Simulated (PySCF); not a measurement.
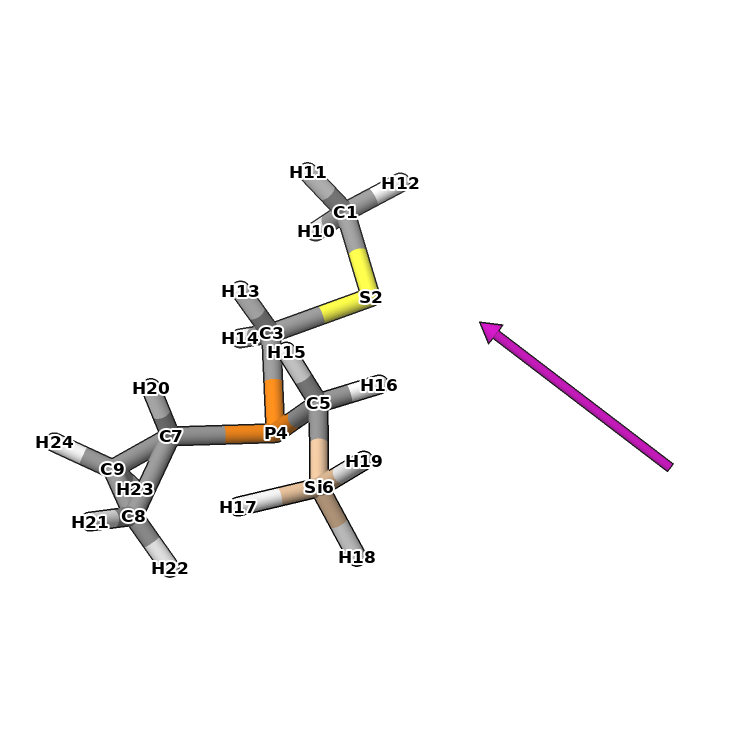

The arrow beside the molecule shows the direction of the dipole moment, from the negative to the positive end (its length means nothing). The geometry was computed by an optimisation with GFN2-xTB. No frequency run is at hand to confirm it as a minimum. Level of theory: PBE0/pcSseg-1, gas phase (PySCF 2.14.0).

Q: How large is the dipole moment?

A: 2.64 D; it points from the side of H18 to the side of H24 (the outermost atoms at the two ends).

The geometry is semi-empirical. Around P, Si such bond lengths and angles can be off by a tenth of an ångström or more and by several degrees, and values that hang on the shape move with them.
